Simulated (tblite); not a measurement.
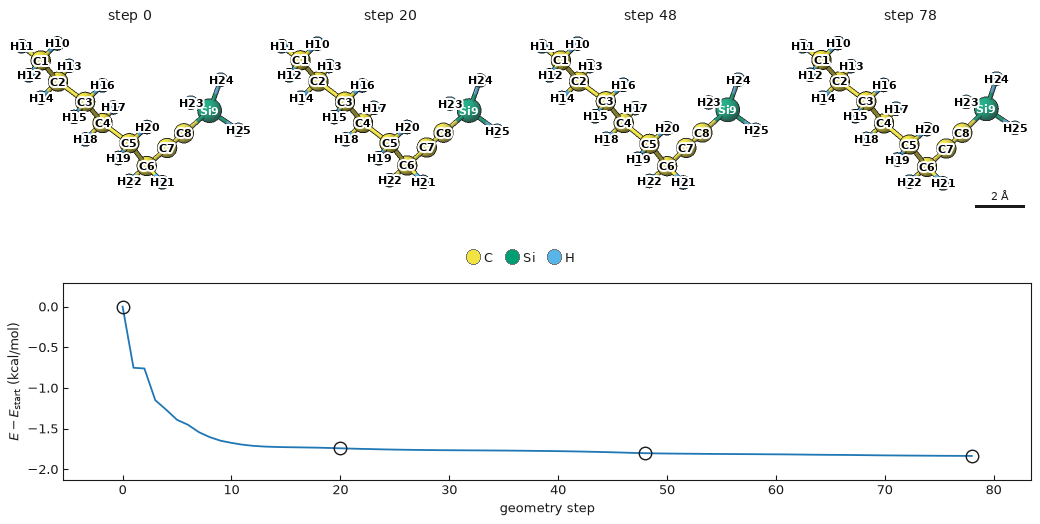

Frames of a relaxation of C8H16Si, marked on the history of the run. The picture is a ball-and-stick view, seen from a free direction.

Method: GFN2-xTB geometry optimisation, gas phase in tblite. 

### What happens along the run?

Over 78 geometry steps the energy falls by 1.84 kcal/mol. The largest move after the best rigid fit is that of H23, 0.23 Å. By element the largest moves are H 0.23 Å, Si 0.16 Å, C 0.08 Å. Among the contacts that change: C6–C7 1.477 → 1.449 Å, C8–Si9 1.863 → 1.842 Å, C2–C3 1.546 → 1.527 Å, Si9–H23 1.485 → 1.466 Å. Among the angles between lasting bonds that change: H23–Si9–H24 107.8° → 110.3°, C8–Si9–H23 110.9° → 108.5°, C8–Si9–H25 110.9° → 108.7°. From step 0 to 20: H25 moves most (0.08 Å), energy −1.74 kcal/mol. From step 20 to 48: H24 moves most (0.08 Å), energy −0.06 kcal/mol. From step 48 to 78: H23 moves most (0.12 Å), energy −0.03 kcal/mol.

| step | E − E(0), kcal/mol |
| --- | --- |
| 0 | 0.00 |
| 1 | -0.75 |
| 2 | -0.76 |
| 3 | -1.15 |
| 4 | -1.27 |
| 5 | -1.39 |
| 6 | -1.45 |
| 7 | -1.54 |
| 8 | -1.60 |
| 9 | -1.65 |
| 10 | -1.68 |
| 14 | -1.73 |
| 17 | -1.73 |
| 21 | -1.75 |
| 24 | -1.76 |
| 28 | -1.76 |
| 31 | -1.77 |
| 35 | -1.77 |
| 39 | -1.78 |
| 42 | -1.78 |
| 46 | -1.80 |
| 49 | -1.80 |
| 53 | -1.81 |
| 57 | -1.81 |
| 60 | -1.82 |
| 64 | -1.82 |
| 67 | -1.82 |
| 71 | -1.83 |
| 74 | -1.83 |
| 78 | -1.84 |
